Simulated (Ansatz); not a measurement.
Consider ClF₃Zr (ZrClF3) (charge +1, doublet).

Input

```
crystal:
  periodic: [false, false, false]
  atoms:
    - {symbol: Zr, position_ang: [-0.222161, 0.001109, -0.234620]}
    - {symbol: Cl, position_ang: [0.471733, -0.014761, 2.255274]}
    - {symbol: F, position_ang: [1.691552, 0.005324, -0.163370]}
    - {symbol: F, position_ang: [-0.974405, 1.564760, -0.917623]}
    - {symbol: F, position_ang: [-0.966710, -1.556432, -0.939662]}
basis:
  gaussian: {orbitals: def2-TZVP, initial_orbitals: start.molden}
total_charge: 1
magnetization: {spin_polarized: true, initial_magnetization: 1}
hamiltonian: {xc: pbe0, dispersion: d4}
scf: {omitted_lower_state_checks: [starts]}
output: {orbitals: {seedname: orbitals}}
```

Run with:

```sh
ansatz run in.yaml --threads 4 --pin off --events-out ev --progress --plain --max-ram 3916MiB
```

Geometry: PBE-D4/def2-SVP; core potentials replace the inner electrons of Zr.

Level of theory: Ansatz 0.2.0, UKS PBE0-D4/def2-TZVP.

Q: What will maps of the electron density, electron localisation function and spin density show?

A: Zr–F (1.86 Å): ρ is about 1.1 e/Å³ halfway; the ELF peaks at about 0.80 in the valence shell of F, 0.5 Å from its nucleus, and drops to about 0.25 between the two atoms.
Zr–F (1.92 Å): ρ at the midpoint is about 0.94 e/Å³; the ELF is about 0.25 at the midpoint.
The unpaired spin (1 electron) lies mostly on Cl2 (about 0.9) and F3 (about 0.1), in electrons by Hirshfeld's partition.

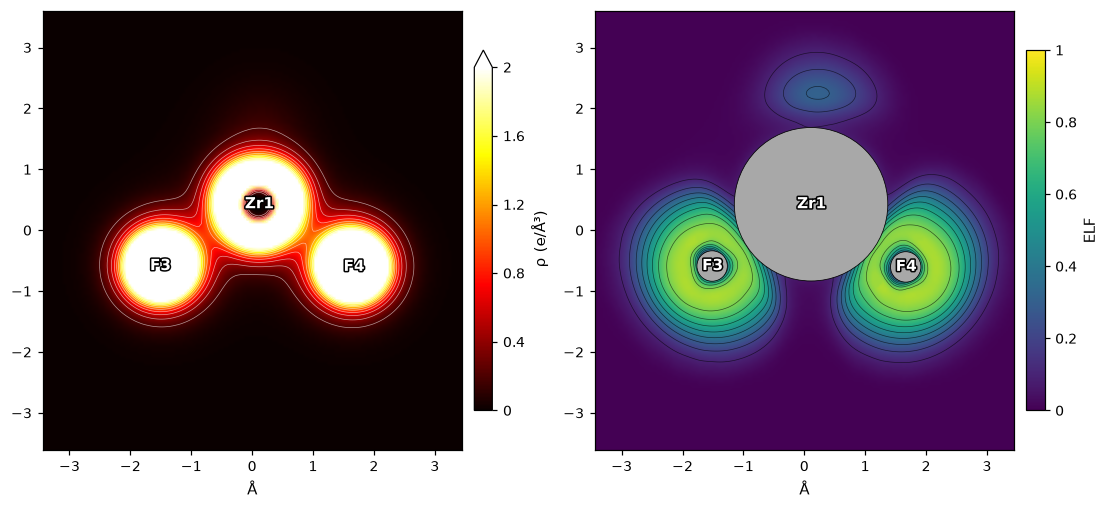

Computed electron density and electron localisation function on the plane of atoms F3, Zr1 and F4, in this order. Grey discs cover the atomic cores in the ELF map. 
